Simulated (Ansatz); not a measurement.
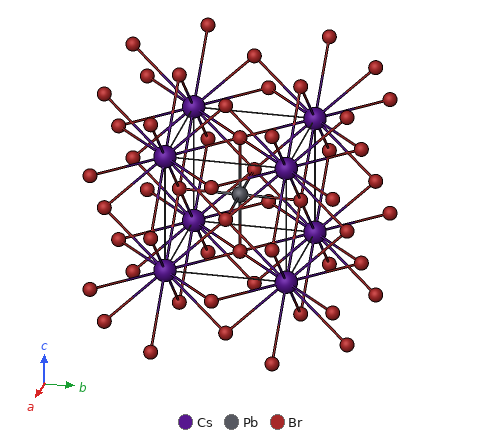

CsPbBr3, space group Pm-3m (No. 221), a = 5.870 Å, b = 5.870 Å, c = 5.870 Å, α = 90.00°, β = 90.00°, γ = 90.00°

| site | Wyckoff | x | y | z |
| --- | --- | --- | --- | --- |
| Cs | 1a | 0.0000 | 0.0000 | 0.0000 |
| Pb | 1b | 0.5000 | 0.5000 | 0.5000 |
| Br | 3c | 0.0000 | 0.5000 | 0.5000 |

Source: a calculation's input that goes back to an entry of the Crystallography Open Database (an earlier step may have relaxed or displaced it).

Q: Compute the Voronoi cell of each site (no radii): faces and volume.

A:
| site | faces above 1 % of the sphere | volume (Å³) | solid angle by neighbour (%) |
| --- | --- | --- | --- |
| Cs | 12 | 50.57 | Br 100 |
| Pb | 6 | 25.28 | Br 100 |
| Br | 14 | 42.14 | Pb 33 Br 33 Cs 33 |

Weighted by multiplicity the volumes add up to the cell volume, 202.3 Å³.

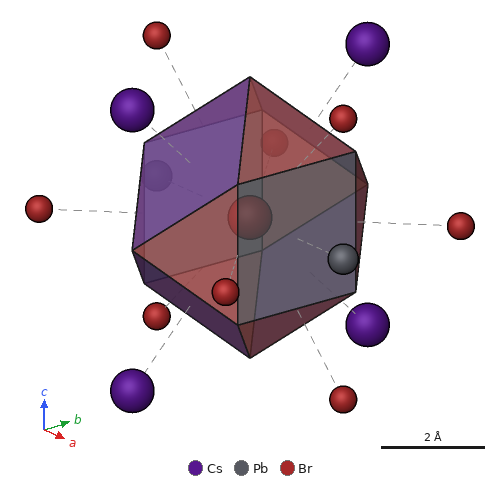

The computed Voronoi cell of Br, with the neighbours that bound it.
